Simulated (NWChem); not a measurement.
# PBE0/6-31G run of KOH (SMILES [OH][K])

Aim: the vertical ionisation energy of KOH at PBE0/6-31G, from 2 runs. 

Program for the calculation: NWChem 7.3.0.

3 further runs of the same task are left out: 2 that didn't finish, 1 set aside as unsound or not needed.

**1. Starting point**

KOH has 3 atoms, charge 0, and is taken as a singlet. SMILES: `[OH][K]`. Geometry: relaxed at PBE0-D4/def2-TZVP.

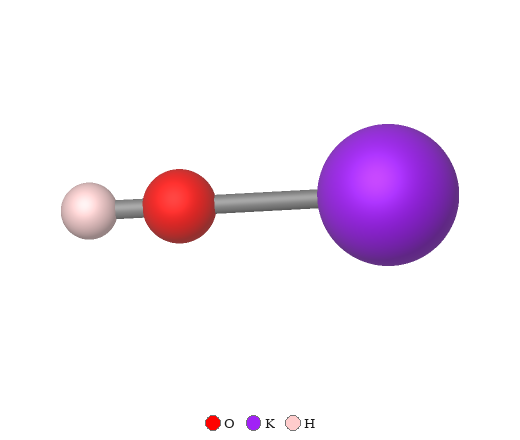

Viewed from a chosen angle; oxygen red, potassium purple, hydrogen pink.

**2. A single-point energy at PBE0/6-31G**

work.xyz reads:

```xyz
3
HKO energy
O     -0.368800     0.046800    -0.196900
K      1.559600    -0.315600     0.819400
H     -1.201800     0.204000    -0.635700
```

work.nw reads:

```
START work
TITLE "HKO energy"
memory stack 880 mb heap 220 mb global 1100 mb
GEOMETRY units angstrom noautosym nocenter noautoz
  load work.xyz
END
BASIS "ao basis" spherical bse
  * library 6-31G
END
DFT
  xc pbe0
  grid fine
  convergence energy 1e-08
  maxiter 100
  mulliken
  print low
END
TASK dft energy
```

On the command line:

```sh
$ nwchem work.nw > work.out
```

Standard output:

```text
[...]
 d= 0,ls=0.0,diis     1   -675.3189602040 -7.19D+02  8.25D-02  1.11D+00     0.5
[...]
 d= 0,ls=0.5,diis    43   -675.4453315638 -6.61D-09  2.74D-06  4.44D-09    12.5
         Total DFT energy =     -675.445331568086
      One electron energy =    -1018.753303011550
           Coulomb energy =      341.608207123381
    Exchange-Corr. energy =      -42.313011759712
 Nuclear repulsion energy =       44.012776079796
[...]
      Total Density - Mulliken Population Analysis
     ---------------------------------------------
    Atom       Charge   Shell Charges
 -----------   ------   -------------------------------------------------------
    1 O    8     8.94   2.00  0.88  2.85  1.01  2.19
    2 K   19    18.36   2.00  2.00  6.00  2.00  5.99  0.05  0.16 -0.01  0.00  0.03  0.13
    3 H    1     0.70   0.53  0.16
[...]
```

Run time: 14 s. Hardware: 1 thread of Intel Xeon 6975P-C (Granite Rapids), shared host; peak memory 0.11 GiB.

**3. The doublet cation, same level**

m1.nw reads:

```
start m1
title "HKO"
memory total 2200 mb
charge 1
geometry units bohr noautosym nocenter noautoz
  O   -0.69693099   0.08843918  -0.37208707
  K    2.94721686  -0.59639756   1.54844159
  H   -2.27107286   0.38550413  -1.20129890
end
basis "ao basis" spherical bse
  O library 6-31G
  K library 6-31G
  H library 6-31G
end
dft
  xc pbe0
  mult 2
  grid fine
  convergence energy 1e-08
  iterations 100
  mulliken
  print low
end
task dft
```

On the command line:

```sh
$ nwchem m1.nw > m1.out
```

Standard output:

```text
[...]
 d= 0,ls=0.0,diis     1   -675.1295077910 -7.19D+02  1.10D-02  1.35D-01     0.6
[...]
 d= 0,ls=0.0,diis     8   -675.1874125036 -2.24D-09  7.52D-07  3.79D-10     3.1
[...]
         Total DFT energy =     -675.187412503604
      One electron energy =    -1010.423872626303
           Coulomb energy =      333.238236404241
    Exchange-Corr. energy =      -42.014549244725
 Nuclear repulsion energy =       44.012772963182
[...]
      Total Density - Mulliken Population Analysis
     ---------------------------------------------
    Atom       Charge   Shell Charges
 -----------   ------   -------------------------------------------------------
    1 O    8     8.38   2.00  0.95  2.77  0.98  1.67
    2 K   19    18.07   2.00  2.00  6.00  2.00  6.01  0.01  0.01  0.00  0.00  0.01  0.03
    3 H    1     0.55   0.50  0.05
[...]
      <S2> =      0.7514 (Exact =     0.7500)
[...]
```

Wall time 3.6 s (1 thread of Intel Xeon 6975P-C (Granite Rapids), shared host); peak memory 0.11 GiB.

**4. Outcome**

Level: PBE0/6-31G.

| quantity | value |
| --- | --- |
| singlet KOH: total energy | -675.44533 Eh |
| doublet cation: total energy | -675.18741 Eh |
| doublet cation: ⟨S²⟩ | 0.751 |
| vertical ionisation energy (to the doublet cation) | 7.018 eV |

What this shows: Removing an electron at fixed nuclei costs 7.02 eV (677 kJ/mol). Mulliken charges (singlet KOH) run from -0.94 on O1 to +0.64 on K2; they depend strongly on the basis.
